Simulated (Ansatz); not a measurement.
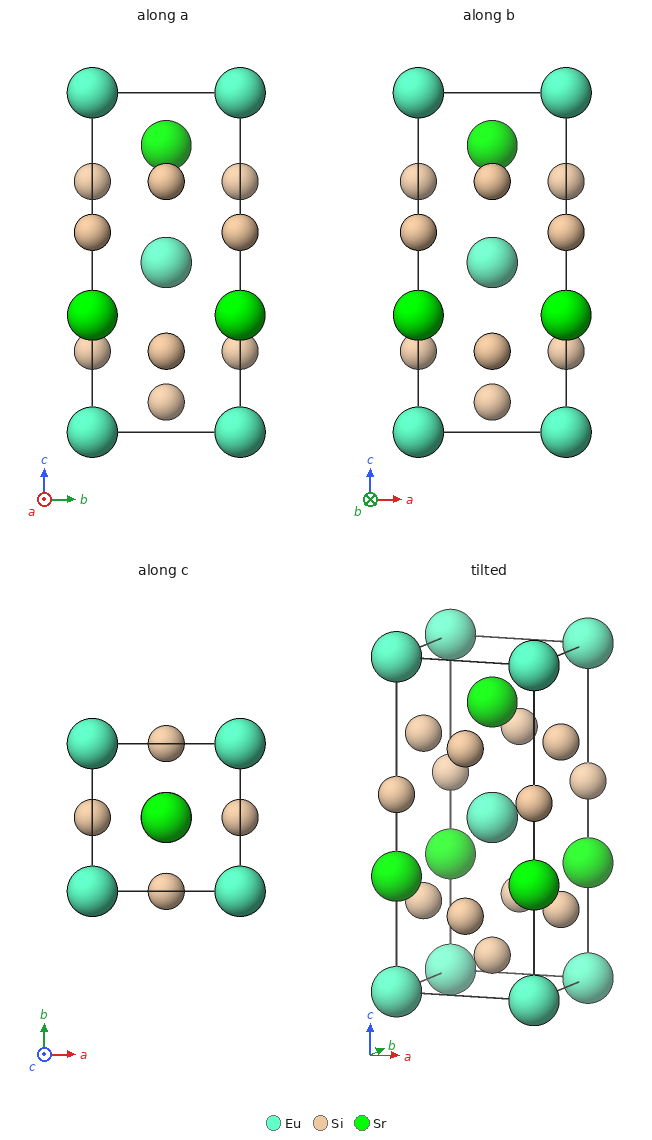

A spheres-only rendering, viewed along the a axis, along the b axis, along the c axis and slightly off an axis. The wireframe shows the conventional unit cell.

Lattice parameters: a = 4.612 Å, b = 4.612 Å, c = 10.598 Å, α = 90.00°, β = 90.00°, γ = 90.00°. Put a along x and b in the xy plane.

Question: Record the structure as a POSCAR file, with free fractional coordinates to two decimals.

Answer:
```
Eu Si Sr
1.0
     4.612    0.000    0.000
     0.000    4.612    0.000
     0.000    0.000   10.598
Eu Si Sr
2 6 2
Direct
  0.00 0.00 0.00
  0.50 0.50 0.50
  0.00 0.50 0.24
  0.50 0.00 0.24
  0.50 0.50 0.09
  0.50 0.00 0.74
  0.00 0.50 0.74
  0.00 0.00 0.59
  0.00 0.00 0.34
  0.50 0.50 0.84
```

Provenance: a generated cell, made by putting these elements into a known structure type (the compound may or may not exist in this form); not relaxed. A calculation with Ansatz used it as input.

At this level of theory the cell isn't at rest (compressed, at 11 GPa and forces up to 4.3 eV/Å), so its distances can differ from those at equilibrium, the more so the softer the solid.
